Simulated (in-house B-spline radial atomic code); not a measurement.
Theory: non-relativistic revTPSS, spin-polarised, spherical fractional occupations, point nucleus, basis-set limit (computed with an in-house B-spline radial code). The occupation of the 3p shell is varied from Si ([Ne] 3s2 3p2 (high spin)) to Si with charge -0.7 ([Ne] 3s2 3p2.7 (3p: 2.7 up, 0 down)), with spherical fractional occupations. Wanted, and plotted below: the total energy less the straight line between the end points.

The curve is convex (below the straight line), with the largest deviation among the points computed, −0.37 eV, at 0.3. Convexity is the mark of the delocalisation error, which puts fractional charges too low; for p, d and f shells the spherical spreading of the fraction adds to it. One end point is itself fractional, so the deviation from the line between whole numbers would be larger.

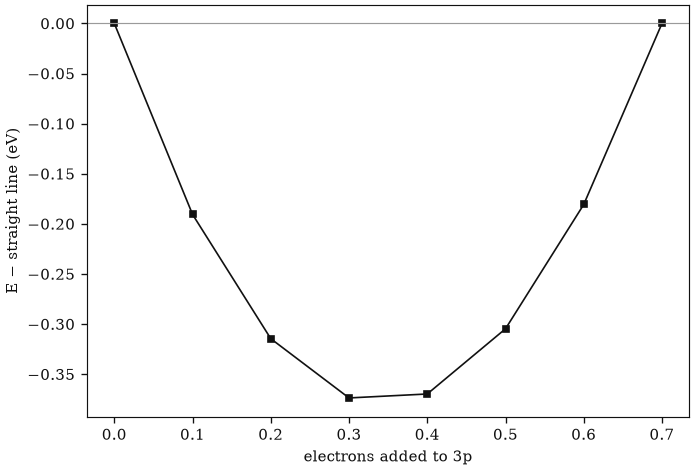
